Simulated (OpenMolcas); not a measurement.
**How basis sets differ on CH3BO2 (SMILES BC(=O)O)**

The species is CH3BO2 (7 atoms), meant as a singlet with charge 0. As SMILES, `BC(=O)O`. The coordinates come from a GFN2-xTB relaxation. This is one conformer, not always the lowest.

```csv
atom,x (Å),y (Å),z (Å)
B,-0.6173,0.9622,-0.1777
C,0.0292,-0.4584,0.0523
O,-0.6433,-1.4653,0.0692
O,1.3598,-0.5078,0.2253
H,-0.7489,1.3485,-1.2668
H,-1.0280,1.5487,0.7395
H,1.6485,-1.4280,0.3582
```

Quantity: the HOMO–LUMO gap, in eV. The values are calculated.

```
                                level          kind     program  value (eV)
                            HF/STO-3G  Hartree–Fock  OpenMolcas       14.63
                             HF/3-21G  Hartree–Fock  OpenMolcas       13.59
                          HF/def2-SVP  Hartree–Fock  OpenMolcas       13.73
HF/6-311+G** (Cholesky decomposition)  Hartree–Fock  OpenMolcas       13.19
```

The values span 13.19 to 14.63 eV. A Hartree–Fock LUMO above zero doesn't converge with the basis: it sinks as sets grow more diffuse. Orbital gaps aren't excitation energies.

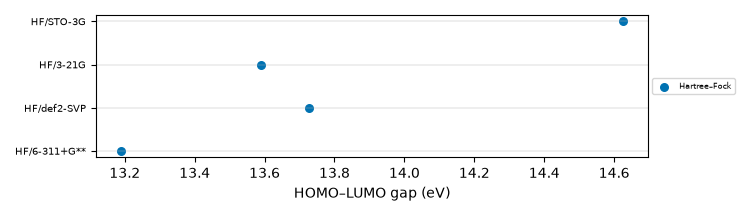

The values of the table, level by level.
